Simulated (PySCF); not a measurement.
Dissociation curve of LiH, singlet.

Levels: UKS-CAM-B3LYP = unrestricted CAM-B3LYP/cc-pVDZ (PySCF 2.14.0); RKS-CAM-B3LYP = restricted CAM-B3LYP/cc-pVDZ run with PySCF 2.14.0; UKS-PBE = unrestricted PBE/cc-pVDZ run with PySCF.

Energies are in mEh, each relative to the lowest point of its own curve near equilibrium.

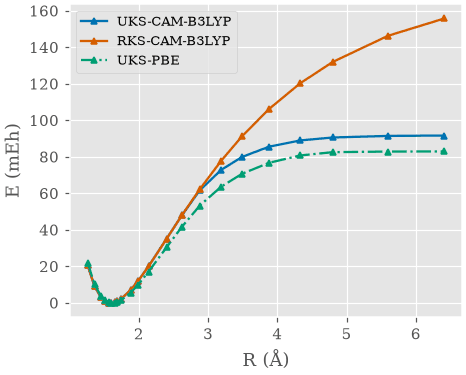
*Energy against bond length for each method.*

```json
[
 {"R / Å": "1.26", "UKS-CAM-B3LYP": "20.6", "RKS-CAM-B3LYP": "20.6", "UKS-PBE": "21.9"},
 {"R / Å": "1.36", "UKS-CAM-B3LYP": "9.0", "RKS-CAM-B3LYP": "9.0", "UKS-PBE": "10.0"},
 {"R / Å": "1.45", "UKS-CAM-B3LYP": "3.1", "RKS-CAM-B3LYP": "3.1", "UKS-PBE": "3.8"},
 {"R / Å": "1.51", "UKS-CAM-B3LYP": "1.0", "RKS-CAM-B3LYP": "1.0", "UKS-PBE": "1.4"},
 {"R / Å": "1.57", "UKS-CAM-B3LYP": "0.1", "RKS-CAM-B3LYP": "0.1", "UKS-PBE": "0.2"},
 {"R / Å": "1.60", "UKS-CAM-B3LYP": "0.0", "RKS-CAM-B3LYP": "0.0", "UKS-PBE": "0.0"},
 {"R / Å": "1.66", "UKS-CAM-B3LYP": "0.4", "RKS-CAM-B3LYP": "0.4", "UKS-PBE": "0.1"},
 {"R / Å": "1.68", "UKS-CAM-B3LYP": "0.7", "RKS-CAM-B3LYP": "0.7", "UKS-PBE": "0.3"},
 {"R / Å": "1.74", "UKS-CAM-B3LYP": "2.0", "RKS-CAM-B3LYP": "2.0", "UKS-PBE": "1.3"},
 {"R / Å": "1.88", "UKS-CAM-B3LYP": "6.9", "RKS-CAM-B3LYP": "6.9", "UKS-PBE": "5.5"},
 {"R / Å": "1.99", "UKS-CAM-B3LYP": "12.0", "RKS-CAM-B3LYP": "12.0", "UKS-PBE": "9.9"},
 {"R / Å": "2.14", "UKS-CAM-B3LYP": "19.9", "RKS-CAM-B3LYP": "19.9", "UKS-PBE": "17.0"},
 {"R / Å": "2.40", "UKS-CAM-B3LYP": "35.0", "RKS-CAM-B3LYP": "35.0", "UKS-PBE": "30.3"},
 {"R / Å": "2.62", "UKS-CAM-B3LYP": "47.8", "RKS-CAM-B3LYP": "47.8", "UKS-PBE": "41.5"},
 {"R / Å": "2.88", "UKS-CAM-B3LYP": "61.6", "RKS-CAM-B3LYP": "62.2", "UKS-PBE": "53.2"},
 {"R / Å": "3.19", "UKS-CAM-B3LYP": "72.8", "RKS-CAM-B3LYP": "77.8", "UKS-PBE": "63.6"},
 {"R / Å": "3.49", "UKS-CAM-B3LYP": "79.8", "RKS-CAM-B3LYP": "91.2", "UKS-PBE": "70.6"},
 {"R / Å": "3.88", "UKS-CAM-B3LYP": "85.5", "RKS-CAM-B3LYP": "106.1", "UKS-PBE": "76.6"},
 {"R / Å": "4.33", "UKS-CAM-B3LYP": "88.9", "RKS-CAM-B3LYP": "120.2", "UKS-PBE": "80.7"},
 {"R / Å": "4.80", "UKS-CAM-B3LYP": "90.5", "RKS-CAM-B3LYP": "131.9", "UKS-PBE": "82.5"},
 {"R / Å": "5.60", "UKS-CAM-B3LYP": "91.4", "RKS-CAM-B3LYP": "146.3", "UKS-PBE": "82.8"},
 {"R / Å": "6.41", "UKS-CAM-B3LYP": "91.6", "RKS-CAM-B3LYP": "155.7", "UKS-PBE": "82.9"}
]
```

At the longest distance, 6.41 Å, RKS-CAM-B3LYP lies highest above its minimum (155.7 mEh) and UKS-PBE lowest (82.9 mEh).

The unrestricted determinant behind UKS-CAM-B3LYP, UKS-PBE is spin-contaminated at 2.88 to 6.41 Å (<S²> up to 1.0, against 0.00 for a pure singlet). At the longest distance RKS-CAM-B3LYP leaves fractional charges on the fragments, a sign of delocalisation error or of the restricted form. The restricted form behind RKS-CAM-B3LYP keeps the bonding electrons paired and can't separate into open-shell fragments.
